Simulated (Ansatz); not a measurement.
## Sensitivity of the G0W0 gap of SiO2 (Quartz)

A base run on SiO2 (Quartz), then changed inputs.

Program: Ansatz 0.2.0. Level of theory: G0W0 on PBE, plane waves, PAW. Results are calculated unless marked as measured.

### Step 1. Starting point

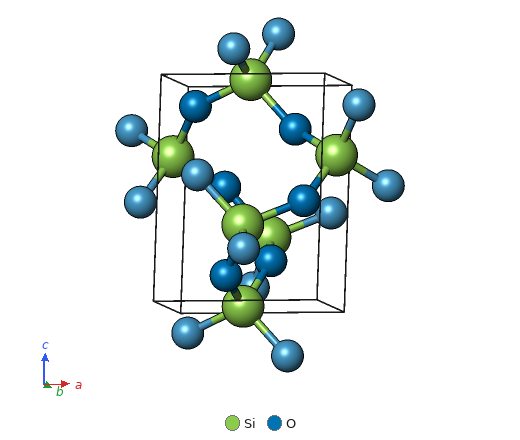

Start, viewed slightly off an axis; silicon green, oxygen blue. Some periodic images of atoms are drawn too.

The cell and positions come from the Crystallography Open Database and are kept as given unless a step says otherwise. The default PAW set here is soft_2. Its files were made with PBE.

### Step 2. The base run: 3×3×2 mesh, 241 empty bands, screening to 96 eV

Now the one-shot GW correction: screening in the RPA, then the self-energy of the levels asked for.

input.yaml

```yaml
crystal:
  lattice:
    - [4.9158, 0.0, 0.0]
    - [-2.4579, 4.2572076799, 0.0]
    - [0.0, 0.0, 5.4091]
  atoms:
    - { symbol: Si, position: [0.5303, 0.0, 0.3333333333] }
    - { symbol: Si, position: [0.0, 0.5303, 0.6666666667] }
    - { symbol: Si, position: [0.4697, 0.4697, 0.0] }
    - { symbol: O, position: [0.1462, 0.4142, 0.881] }
    - { symbol: O, position: [0.5858, 0.732, 0.2143333333] }
    - { symbol: O, position: [0.268, 0.8538, 0.5476666667] }
    - { symbol: O, position: [0.4142, 0.1462, 0.119] }
    - { symbol: O, position: [0.732, 0.5858, 0.7856666667] }
    - { symbol: O, position: [0.8538, 0.268, 0.4523333333] }
kpoints:
  mp_grid: { grid: [3, 3, 2] }
hamiltonian:
  xc: pbe
scf:
  occupations: { method: fixed }
gw:
  n_empty_bands: 241
  ecut_chi: 96
  qp_bands: [v3, c3]
  qp_kpoints: band_edges
  screening: { model: contour_deformation }
```

Launch:

```
$ ansatz run input.yaml --threads 3 --pin off --max-ram 92160MiB --backend cuda --events-out ev --progress --plain --runs-dir out --devices 1 --max-vram 13GiB
```

Numbers of over 12 decimals in the logs are rounded to 6 here.

Output:

```text
GPUs: using 1 of 1 available (devices: 1).
Engine: ansatz 0.2.0, x86_64-unknown-linux-gnu
Pseudopotentials: kind: paw
Pseudopotential: Si, paw, valence charge 4, recommended cutoff 420 eV (normal), Si.paw.azcp
Pseudopotential: O, paw, valence charge 6, recommended cutoff 420 eV (normal), O.paw.azcp
Functional definition: PBE
  parameter kappa = 0.804
  parameter beta = 0.066725
  exchange = pbe_x(kappa = kappa, mu = beta*pi^2/3)
  correlation = pbe_c(beta = beta)
device memory: the entry about to start is reckoned to put 1.8 GiB on a device that reports 39.1 GiB free (of which the cap on the GPU budget leaves the run 13.0 GiB)
GPU FFT provider: cuFFT
GPU libraries: cuBLAS 13.8.2, cuFFT 12.4.0, cuSOLVER 12.3.4
Crystal: 9 atoms, lattice volume = 113.199 Å³
Basis set: ecut = 420 eV, 2209 PW (Γ)
Bands: 33, of which v1, the nominal top of the filled ones, is band 24 counted from 1 (23 counted from 0)
Symmetry: 6 space group operations
Space group: P3121 (ITA 152), of the structure as read, at distance tolerance 4.8e-5 Å
k-points: 6 of 18 (time reversal used)
Non-local potential: Si, projectors of the file, l = 0: 2, l = 1: 2, l = 2: 2
Non-local potential: O, projectors of the file, l = 0: 2, l = 1: 2, l = 2: 1
PAW form: soft (Blöchl's): semilocal exchange-correlation on the pseudo side does not see the compensation charge
PAW one-centre angular grid: Si, 110 points (default); XC on 64 Gauss nodes
PAW one-centre angular grid: O, 110 points (default); XC on 64 Gauss nodes
Initial density: superposition of atomic densities (neutral atoms: chi_scale 0, normalization atom), corrected by the library's trained network
Initial wavefunctions: pseudopotential atomic-orbital guess
GPU buffer pool allocated for 51840 grid points (all kernels)
GPU transforms: local potential and band sums: pruned to the plane-wave sphere, on 36×36×40
Functional: x = pbe(κ = 0.804, μ = 0.219515), c = pbe(β = 0.066725)
SCF iter   1: F=—  HF=-5322.118744 eV  |F-HF|=—  |Δ(HF+E_count)|=         —  Δρ=1.32e-3  dr2=1.03e-3  ethr=1.77e-3  ⟨swp⟩=4.8  Hψ=909  notcnv=0  defer=37
preconditioner: auto → Resta (q_TF=auto, 2.365 Å⁻¹)  ε∞=3.0  [insulator: Δε(μ)=5.992 eV  Ē_g=17.050 eV  n_scr=22 (ndim 8)  ℏωp=24.2 eV  f_vac=0.113  ε∞_Penn≈3.0]
SCF iter   2: F=—  HF=-5322.120424 eV  |F-HF|=—  |Δ(HF+E_count)|=   1.68e-3  Δρ=5.91e-4  dr2=1.33e-4  ethr=2.15e-6  ⟨swp⟩=2.0  Hψ=372  notcnv=0  defer=40
SCF iter   3: F=—  HF=-5322.120856 eV  |F-HF|=—  |Δ(HF+E_count)|=   4.32e-4  Δρ=2.48e-4  dr2=3.12e-5  ethr=2.77e-7  ⟨swp⟩=2.0  Hψ=307  notcnv=0  defer=40
SCF iter   4: F=—  HF=-5322.120970 eV  |F-HF|=—  |Δ(HF+E_count)|=   1.13e-4  Δρ=3.61e-5  dr2=1.31e-6  ethr=6.51e-8  ⟨swp⟩=2.0  Hψ=342  notcnv=0  defer=39
[...]
E_xc         = -613.774812
  E_vxc        = -712.553060  (∫ρ·V_xc dr)
  E_paw        = -2494.389556  (= ΣΔE_a)
  E_vpaw       = -230.490820  (= ΣTr[D̂ρ^β])
  E_aug_tail   = 0.015659  (compensation charges beyond the density's cutoff)
  E_ewald      = -1888.974903
  E_smearing   = -0.000000  (= −TS)
  E_closure    = -0.000000  (closes the sum)
  Σ components = -5322.120973   (vs F -5322.120973, Δ=0.00e0)
--- Band table (eV; the first three rows and the last of 6) ---
  k-point 0: bands = [... 20 lower, 1.5356, 1.8492, 2.2215, 2.2215, 8.5306, 11.8539, 11.8539, 12.3092, ... 5 higher]
  k-point 1: bands = [... 20 lower, 1.3348, 2.3208, 2.3208, 2.4442, 10.4818, 10.4818, 11.5999, 12.2850, ... 5 higher]
  k-point 2: bands = [... 20 lower, 1.5153, 1.7076, 2.2904, 2.4448, 9.9575, 11.8577, 11.9849, 12.4777, ... 5 higher]
  k-point 5: bands = [... 20 lower, 1.5979, 1.7711, 1.9500, 1.9500, 11.5468, 12.3428, 12.3428, 12.6361, ... 5 higher]
--- G₀W₀: contour deformation, 5 samples at zero and on the imaginary axis and 1 off it, 18 q-points, 241 empty bands' worth ---
  eigenvalues of the whole cell's RPA ε∞ on this k-mesh (on a slab, of 1 + 4πα/V) = 2.3559, 2.3559, 2.3865; static W/v taken at q = 0 is 0.422201
  bands read: the sum over 265 bands ends inside a degenerate multiplet in 2 slots, whose members it reads at an even weight; the widest, k=0: bands 265 to 266 (counted from 1) at 1/2 each
  gw.qp_kpoints: band_edges: 5 of 6 stored k-points solved, in 1 pass; an edge of the gap read off the rows below is read off those points alone
    valence top: of the k-points left out ik 5 came nearest to being solved in a further pass, in band 24 (counted from 1, as in the quasiparticle table): it holds the edge there only if its correction is more favourable than any solved in that band by at least 0.585 eV; those differ by 0.068 eV
    conduction bottom: of the k-points left out ik 5 came nearest to being solved in a further pass, in band 25 (counted from 1, as in the quasiparticle table): it holds the edge there only if its correction is more favourable than any solved in that band by at least 3.016 eV; those differ by 0.537 eV
    ik  band        ε_KS         Σx   Σc(E_QP)       V_xc       Z   E_QP_lin       E_QP  E_QP is
     0    22      1.8492   -26.4160     4.4085   -20.3047  0.8084     0.1220     0.1465  root
     0    23      2.2215   -26.3130     4.3329   -20.3223  0.8100     0.5412     0.5638  root
     0    24      2.2215   -26.3130     4.3329   -20.3223  0.8100     0.5412     0.5638  root
     0    25      8.5306    -7.7832    -3.4378   -12.4178  0.8675     9.7346     9.7273  root
     0    26     11.8539    -6.5739    -3.8402   -11.9226  0.8590    13.3764    13.3625  root
     0    27     11.8539    -6.5739    -3.8402   -11.9226  0.8590    13.3764    13.3625  root
     1    22      2.3208   -26.7978     4.3898   -20.7826  0.8094     0.6741     0.6955  root
     1    23      2.3208   -26.7978     4.3898   -20.7826  0.8094     0.6741     0.6955  root
[...]
4    24      2.5351   -26.8669     4.3572   -20.9198  0.8102     0.9250     0.9451  root
     4    25     11.4682    -8.5156    -3.7272   -13.8606  0.8535    13.1023    13.0860  root
     4    26     11.4682    -8.5156    -3.7272   -13.8606  0.8535    13.1023    13.0860  root
     4    27     11.9531    -8.6103    -3.6597   -13.9157  0.8514    13.6159    13.5987  root
[key lines of the parts left out:]
SCF converged after 6 iterations
Free energy (F): -5322.120973 eV
Fermi energy:    2.535061 eV
```

Wall time 9.9 s (1 × NVIDIA H100 80GB HBM3 (shared by 6 runs) with 3 threads of AMD EPYC 7R13 (Zen 3), shared host); peak memory 1.2 GiB.

Numbers from this step:

```yaml
bands_summed: 265
rpa_eps_infinity_on_this_mesh_eigenvalues: 2.356, 2.356, 2.386
plane_waves_in_the_screening_matrix: 237
q_points_in_the_mesh: 18
g0w0_gap_on_the_mesh: 8.782 eV
k_of_the_valence_top: 0.3333, 0.3333, 0
k_of_the_conduction_bottom: 0, 0, 0
starting_gap_on_the_mesh: 5.995 eV
z_at_the_valence_top: 0.8102
z_at_the_conduction_bottom: 0.8675
least_direct_g0w0_gap_on_the_computed_points: 9.164 eV
```

The gap on the mesh goes from 6.00 eV to 8.78 eV, a correction of +2.79 eV. Between the two edge states, bare exchange in place of the xc potential would open the gap by 10.58 eV, and correlation takes back 7.79 eV.

### Step 3. Variant: fewer bands

input.yaml, as its differences from that of step 2:

```diff
@@ -22,4 +22,4 @@
 gw:
-  n_empty_bands: 241
-  ecut_chi: 96
+  n_empty_bands: 51
+  ecut_chi: 60
   qp_bands: [v3, c3]
```

Output:

```text
GPUs: using 1 of 1 available (devices: 1).
[...]
GPU FFT provider: cuFFT
GPU libraries: cuBLAS 13.8.2, cuFFT 12.4.0, cuSOLVER 12.3.4
Crystal: 9 atoms, lattice volume = 113.199 Å³
Basis set: ecut = 420 eV, 2209 PW (Γ)
Bands: 33, of which v1, the nominal top of the filled ones, is band 24 counted from 1 (23 counted from 0)
[... 1 set-up line as in the run before ...]
[...]
k-points: 6 of 18 (time reversal used)
[...]
GPU buffer pool allocated for 51840 grid points (all kernels)
[...]
SCF iter   1: F=—  HF=-5322.118744 eV  |F-HF|=—  |Δ(HF+E_count)|=         —  Δρ=1.32e-3  dr2=1.03e-3  ethr=1.77e-3  ⟨swp⟩=4.8  Hψ=909  notcnv=0  defer=37
[...]
SCF iter   6: F=-5322.120973 eV  HF=-5322.120973 eV  |F-HF|=8.86e-9  |Δ(HF+E_count)|=   3.26e-7  Δρ=1.94e-6  dr2=3.91e-9  ethr=2.08e-10  ⟨swp⟩=11.2  Hψ=843  notcnv=0
SCF 1 converged in 6 iterations: F = -5322.120973 eV  dr2 = 3.91e-9
[...]
NSCF: frozen V_eff on 6 k-points
[...]
G₀W₀ screening: q 1/6
[... further progress lines ...]
[...]
SCF converged after 6 iterations
Free energy (F): -5322.120973 eV
[...]
Internal energy: -5322.120973 eV  (E = F + TS)
E sigma→0 (E₀):  -5322.120973 eV
Fermi energy:    2.535061 eV
[...]
--- Band table (eV; the first three rows and the last of 6) ---
  k-point 0: bands = [... 20 lower, 1.5356, 1.8492, 2.2215, 2.2215, 8.5306, 11.8539, 11.8539, 12.3092, ... 5 higher]
  k-point 1: bands = [... 20 lower, 1.3348, 2.3208, 2.3208, 2.4442, 10.4818, 10.4818, 11.5999, 12.2850, ... 5 higher]
  k-point 2: bands = [... 20 lower, 1.5153, 1.7076, 2.2904, 2.4448, 9.9575, 11.8577, 11.9849, 12.4777, ... 5 higher]
  k-point 5: bands = [... 20 lower, 1.5979, 1.7711, 1.9500, 1.9500, 11.5468, 12.3428, 12.3428, 12.6361, ... 5 higher]
[...]
0    22      1.8492   -26.4160     4.7284   -20.3047  0.8136     0.4498     0.4664  root
     0    23      2.2215   -26.3130     4.6652   -20.3223  0.8154     0.8812     0.8960  root
     0    24      2.2215   -26.3130     4.6652   -20.3223  0.8154     0.8812     0.8960  root
     0    25      8.5306    -7.7832    -3.0660   -12.4178  0.8725    10.1125    10.0992  root
     0    26     11.8539    -6.5739    -3.2833   -11.9226  0.8646    13.9470    13.9194  root
     0    27     11.8539    -6.5739    -3.2833   -11.9226  0.8646    13.9470    13.9194  root
     1    22      2.3208   -26.7978     4.7189   -20.7826  0.8150     1.0106     1.0246  root
     1    23      2.3208   -26.7978     4.7189   -20.7826  0.8150     1.0106     1.0246  root
[...]
4    24      2.5351   -26.8669     4.6936   -20.9198  0.8160     1.2687     1.2815  root
     4    25     11.4682    -8.5156    -3.2378   -13.8606  0.8594    13.6049    13.5753  root
     4    26     11.4682    -8.5156    -3.2378   -13.8606  0.8594    13.6049    13.5753  root
     4    27     11.9531    -8.6103    -3.1763   -13.9157  0.8573    14.1129    14.0821  root
```

Wall time 7.1 s (1 × NVIDIA H100 80GB HBM3 (shared by 6 runs) with 3 threads); peak memory 1 GiB; 7.4 s of CPU time.

Against the base:

| setting | base | variant |
| --- | --- | --- |
| empty bands | 241 | 51 |
| screening cutoff (eV) | 96 | 60 |

| quantity | variant | base |
| --- | --- | --- |
| starting gap on the mesh | 5.995 | 5.995 |
| G0W0 gap on the mesh | 8.818 | 8.782 |
| least direct G0W0 gap on the computed points | 9.203 | 9.164 |
| Z at the valence top | 0.816 | 0.810 |
| Z at the conduction bottom | 0.872 | 0.868 |

### Step 4. Variant: guard bands

input.yaml, as its differences from that of step 3:

```diff
@@ -22,4 +22,4 @@
 gw:
-  n_empty_bands: 51
-  ecut_chi: 60
+  n_empty_bands: 183
+  ecut_chi: 80
   qp_bands: [v3, c3]
@@ -27 +27,2 @@
   screening: { model: contour_deformation }
+  n_guard_bands: 0
```

Output:

```text
GPUs: using 1 of 1 available (devices: 1).
[...]
GPU FFT provider: cuFFT
GPU libraries: cuBLAS 13.8.2, cuFFT 12.4.0, cuSOLVER 12.3.4
Crystal: 9 atoms, lattice volume = 113.199 Å³
Basis set: ecut = 420 eV, 2209 PW (Γ)
Bands: 33, of which v1, the nominal top of the filled ones, is band 24 counted from 1 (23 counted from 0)
[... 1 set-up line as in the run before ...]
[...]
k-points: 6 of 18 (time reversal used)
[...]
GPU buffer pool allocated for 51840 grid points (all kernels)
[...]
SCF iter   1: F=—  HF=-5322.118744 eV  |F-HF|=—  |Δ(HF+E_count)|=         —  Δρ=1.32e-3  dr2=1.03e-3  ethr=1.77e-3  ⟨swp⟩=4.8  Hψ=909  notcnv=0  defer=37
[...]
SCF iter   6: F=-5322.120973 eV  HF=-5322.120973 eV  |F-HF|=8.86e-9  |Δ(HF+E_count)|=   3.26e-7  Δρ=1.94e-6  dr2=3.91e-9  ethr=2.08e-10  ⟨swp⟩=11.2  Hψ=843  notcnv=0
SCF 1 converged in 6 iterations: F = -5322.120973 eV  dr2 = 3.91e-9
[...]
G₀W₀ screening: q 1/6
[... further progress lines ...]
[...]
SCF converged after 6 iterations
Free energy (F): -5322.120973 eV
[...]
Internal energy: -5322.120973 eV  (E = F + TS)
E sigma→0 (E₀):  -5322.120973 eV
Fermi energy:    2.535061 eV
[...]
--- Band table (eV; the first three rows and the last of 6) ---
  k-point 0: bands = [... 20 lower, 1.5356, 1.8492, 2.2215, 2.2215, 8.5306, 11.8539, 11.8539, 12.3092, ... 5 higher]
  k-point 1: bands = [... 20 lower, 1.3348, 2.3208, 2.3208, 2.4442, 10.4818, 10.4818, 11.5999, 12.2850, ... 5 higher]
  k-point 2: bands = [... 20 lower, 1.5153, 1.7076, 2.2904, 2.4448, 9.9575, 11.8577, 11.9849, 12.4777, ... 5 higher]
  k-point 5: bands = [... 20 lower, 1.5979, 1.7711, 1.9500, 1.9500, 11.5468, 12.3428, 12.3428, 12.6361, ... 5 higher]
[...]
0    22      1.8492   -26.4160     4.4901   -20.3047  0.8103     0.2058     0.2280  root
     0    23      2.2215   -26.3130     4.4163   -20.3223  0.8119     0.6269     0.6472  root
     0    24      2.2215   -26.3130     4.4163   -20.3223  0.8119     0.6269     0.6472  root
     0    25      8.5306    -7.7832    -3.4201   -12.4178  0.8688     9.7526     9.7450  root
     0    26     11.8539    -6.5739    -3.7719   -11.9226  0.8599    13.4460    13.4307  root
     0    27     11.8539    -6.5739    -3.7719   -11.9226  0.8599    13.4460    13.4307  root
     1    22      2.3208   -26.7978     4.4746   -20.7826  0.8114     0.7610     0.7803  root
     1    23      2.3208   -26.7978     4.4746   -20.7826  0.8114     0.7610     0.7803  root
[...]
4    24      2.5351   -26.8669     4.4442   -20.9198  0.8123     1.0142     1.0321  root
     4    25     11.4682    -8.5156    -3.6684   -13.8606  0.8549    13.1624    13.1448  root
     4    26     11.4682    -8.5156    -3.6684   -13.8606  0.8549    13.1624    13.1448  root
     4    27     11.9531    -8.6103    -3.5971   -13.9157  0.8527    13.6801    13.6613  root
```

Elapsed: 9.8 s, on 1 × NVIDIA H100 80GB HBM3 (shared by 6 runs) with 3 threads; peak memory 1.1 GiB; 15 s of CPU time.

The G0W0 gap on the mesh is 8.713 eV.

Against the base:

| setting | base | variant |
| --- | --- | --- |
| empty bands | 241 | 183 |
| screening cutoff (eV) | 96 | 80 |
| n guard bands | - | 0 |

| quantity | variant | base |
| --- | --- | --- |
| starting gap on the mesh | 5.995 | 5.995 |
| G0W0 gap on the mesh | 8.713 | 8.782 |
| least direct G0W0 gap on the computed points | 9.098 | 9.164 |
| Z at the valence top | 0.812 | 0.810 |
| Z at the conduction bottom | 0.869 | 0.868 |

### Step 5. Results

| Property | Result |
| --- | --- |
| base | 8.78 eV, 9.9 s |
| fewer bands | 8.82 eV, 7.1 s |
| guard bands | 8.71 eV, 9.8 s |

In words: Fewer bands: the gap moves by +0.04 eV; such settings are too crude to quote. The variant differs from the base in empty bands and screening cutoff together, so the change can't be laid to one of them. Guard bands: the gap moves by −0.07 eV. The variant differs from the base in empty bands, screening cutoff and n guard bands together, so the change can't be laid to one of them. All runs here use a coarse mesh and modest cutoffs; they test settings and are not final values. The 3×3×2 mesh is coarse for this cell (its supercell is 11 Å along the shortest edge). The RPA ε∞ on it, from the PBE start, is 2.36 and 2.39; such meshes misread the long-range screening, most where the gap is narrow.

[Paths, hosts, dates, memory and timing lines, banners, echoed tables and standing remarks are left out of the program output.]

[Logs are printed without paths, hosts, clocks, repeated set-up lines and the standing remarks that a program may print on its own settings, such as how far it seeks lower states.]

[Runs of the session that timed out or met a known fault of the program may be left out.]

[Cells called generated may have been cut or substituted from an entry of the Crystallography Open Database or the Materials Project.]

[Hosts, paths, dates, database ids (printed as entryN), source tags and the programs' standing remarks are cut or masked in the printed files.]
